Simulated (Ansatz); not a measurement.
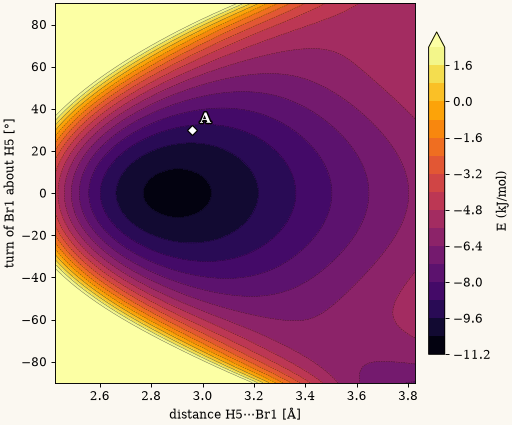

The pair Br···CH₄, charge −1. 
- The turn is about an axis along (0.89, −0.45, −0.06) in the frame of the relaxed pair, normal to the line between the partners.
- The first coordinate is: distance H5···Br1; the second: turn of Br1 about H5.
- The grid has 13 × 13 points.
- Points are written as (first, second).
- Energies: kJ/mol, counted from the ion and the molecule far apart, frozen as in the relaxed pair, each in its own basis (no counterpoise correction).
- Theory: Ansatz, RKS B3LYP-D4/def2-TZVPD.

The picture shows filled contours, one colour for all values above the top of the scale, the point A. Between grid points the surface is interpolated.

Q: Is A at rest? If not, where is it pushed?

A: A, at (2.958 Å, 30°), is not a stationary point. The computed force is 0.95 kJ/mol for each Å towards larger values of distance H5···Br1 and 0.1 kJ/mol for each degree towards smaller values of turn of Br1 about H5.
